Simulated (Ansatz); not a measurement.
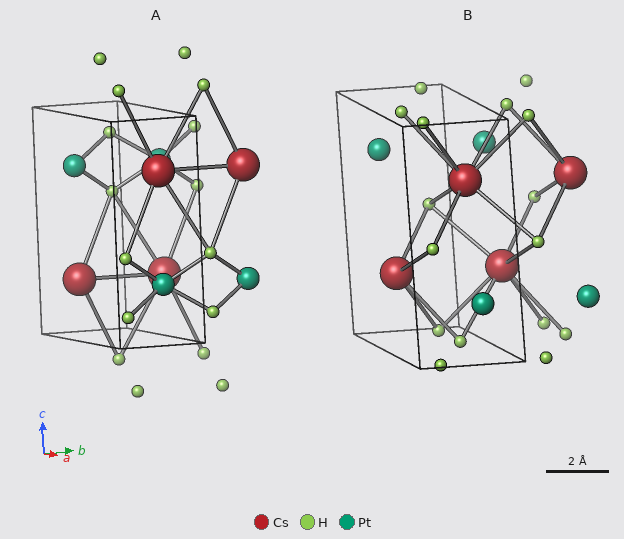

Two geometries of solid CsH3Pt (built on the DyB3Mo-11 type type), drawn at one scale. One is the start of a relaxation, the other its converged end. The picture is a ball-and-stick view of the cell of the calculation, repeated 1 × 2 × 1 with one cell outlined, seen slightly off an axis.

The calculation used DFT, PBEsol, plane waves, PAW in Ansatz 0.2.0. Settings: plane-wave cutoff 420 eV; k-point mesh 4 × 6 × 4; occupations fermi dirac; smearing width 0.03 eV; no spin polarisation; cell and atoms relaxed; force threshold 0.01 eV/Å; at most 120 steps.

> Which one is relaxed?

Structure A is the relaxed one. The energy falls by 9.099 eV per cell of the calculation in 31 accepted moves (35 points after the start). The largest force component goes from 0.45 to 0.0016 eV/Å. Pressure: −10.97 GPa at the start and 0.02 GPa at the end. The line search rejected the trial steps at points 25, 28 of the run. The SCF was repeated twice at an unchanged geometry on a basis and grid sized afresh for the cell, which shifted the energy by 49.4 meV per cell of the calculation at most. The largest moves relative to the cell, 1.91 Å, are those of H atoms. By element the largest moves are H 1.91 Å, Cs 0.71 Å, Pt 0.42 Å. The drawn cell changes as follows: a 6.298 → 7.511 Å (+19.2 %), b 3.664 → 2.952 Å (−19.4 %), c 7.933 → 7.439 Å (−6.2 %), β 102.2° → 90.1°; the volume changes by −7.8 %. Some distances before and after: Cs–H 3.049 → 4.126 Å, H–Pt 2.750 → 1.843 Å, Cs–H 3.718 → 4.621 Å, H–Pt 2.715 → 1.856 Å. New bonds form, among them: H–Pt (2.71 → 1.85 Å), H–Pt (2.72 → 1.86 Å), H–Pt (2.75 → 1.84 Å). Bonds break, among them: Cs–H (3.05 → 4.13 Å). Bond angles that change, for instance: Cs–H–Cs 142.0° → 116.6°, Cs–H–Cs 139.5° → 116.8°, Cs–H–Cs 73.8° → 55.2°. The space group stays P2_1/m (No. 11). The run took 2.6 min on 4 threads of Arm Neoverse V1, on a shared host, peak memory 0.66 GiB.
